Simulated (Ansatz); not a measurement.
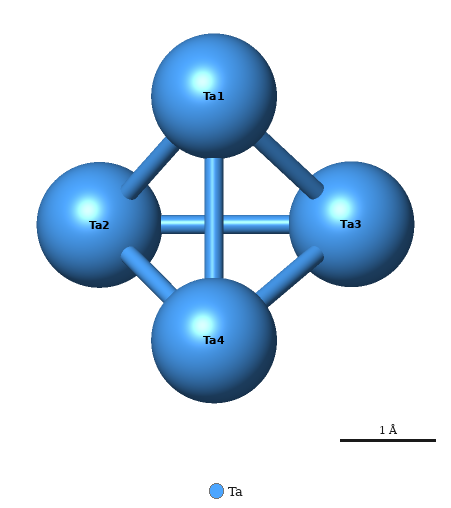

The structure as given in the input (ball-and-stick view, seen on its broad side; atoms are numbered from 1 in the order of the input). Sticks mark near contacts.

**Run report: Ta4 (charge +1), single-point calculation**

System: Ta4, charge +1, multiplicity 2.
Method: UKS PBE0-D4/def2-SVP (Ansatz 0.2.0).

The geometry comes from this level: r2SCAN-D4/def2-SVP.

**Log**
```
Functional definition: PBE0
  name "PBE0"
  cite "Adamo & Barone, J. Chem. Phys. 110, 6158 (1999) doi:10.1063/1.478522"
  cite "Perdew, Burke & Ernzerhof, Phys. Rev. Lett. 77, 3865 (1996) doi:10.1103/PhysRevLett.77.3865"
  parent pbe
  parameter a = 0.25
  parameter kappa = 0.804
  parameter beta = 0.06672455060314922
  exchange = (1 - a)*pbe_x(kappa = kappa, mu = beta*pi^2/3) + a*exact_x
  correlation = pbe_c(beta = beta)
these checks for a lower state are left out or cut short: starts
1320 factors; their error is unknown
mean field evaluation 1: about -6191.4003 eV, gradient 2.7e1 eV
mean field evaluation 2: about -6191.6639 eV, gradient 7.6e-1 eV
mean field evaluation 4: about -6192.1427 eV, gradient 3.1e-1 eV
mean field evaluation 8: about -6192.1429 eV, gradient 6.8e-5 eV
mean field -6192.14291064 eV, -227.5570547806 hartree, gradient 9.4e-6 eV, S^2 0.798142; 0 other end points of the search recorded, 0 dependent functions left out
reference -6192.14294228 eV, -227.5570559436 hartree; 26, 25 occupied and 102, 103 virtual orbitals, 1320 factors
Total energy: -6192.29581491 eV, -227.5626739090 hartree
Checks for a lower state left out: starts
```

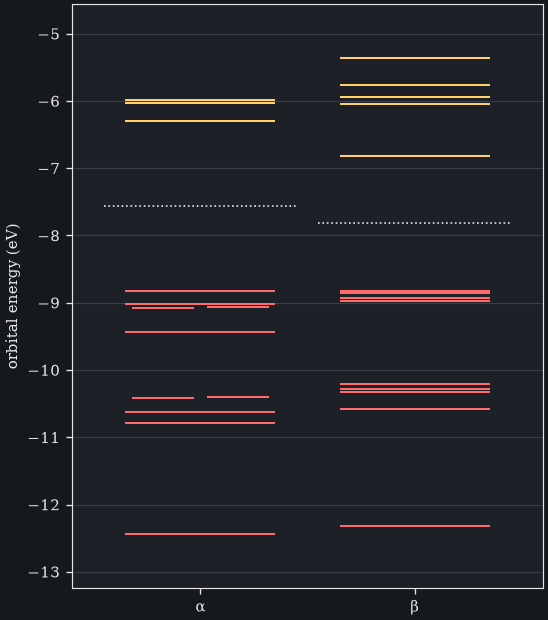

Orbital energies near the frontier for α and β spins; the dotted line parts filled from empty levels, and levels within 0.02 eV of each other stand side by side. α: highest filled −8.83 eV, lowest empty −6.30 eV, 2.53 eV apart; β: highest filled −8.82 eV, lowest empty −6.82 eV, 2.00 eV apart.

The run was set up as follows.

**The input**
```yaml
crystal:
  periodic: [false, false, false]
  atoms:
    - {symbol: Ta, position_ang: [-1.258934, -0.588356, 0.691531]}
    - {symbol: Ta, position_ang: [-0.416682, 0.458778, -1.462759]}
    - {symbol: Ta, position_ang: [0.545498, 1.184933, 0.906708]}
    - {symbol: Ta, position_ang: [1.130118, -1.055355, -0.135489]}
basis:
  gaussian: {orbitals: def2-SVP, initial_orbitals: start.molden}
total_charge: 1
magnetization: {spin_polarized: true, initial_magnetization: 1}
hamiltonian: {xc: pbe0, dispersion: d4}
scf: {omitted_lower_state_checks: [starts]}
output: {orbitals: {seedname: orbitals}}
```

Command:
```bash
ansatz run in.yaml --threads 4 --pin off --events-out ev --progress --plain --max-ram 3916MiB
```

**Key numbers**

- outcome: converged
- total energy: −6192.2958 eV
- mean-field energy: −6192.1429 eV
- dispersion energy: −0.1529 eV
- ⟨S²⟩: 0.798
- SCF solution under orbital rotations: stable
- HOMO (either spin): −8.82 eV
- LUMO (either spin): −6.82 eV
- hardware: 4 threads of Arm Neoverse V2, 23 GiB of memory available, shared host
- wall time: 15 s (CPU time 57 s)
- peak memory: 0.66 GiB
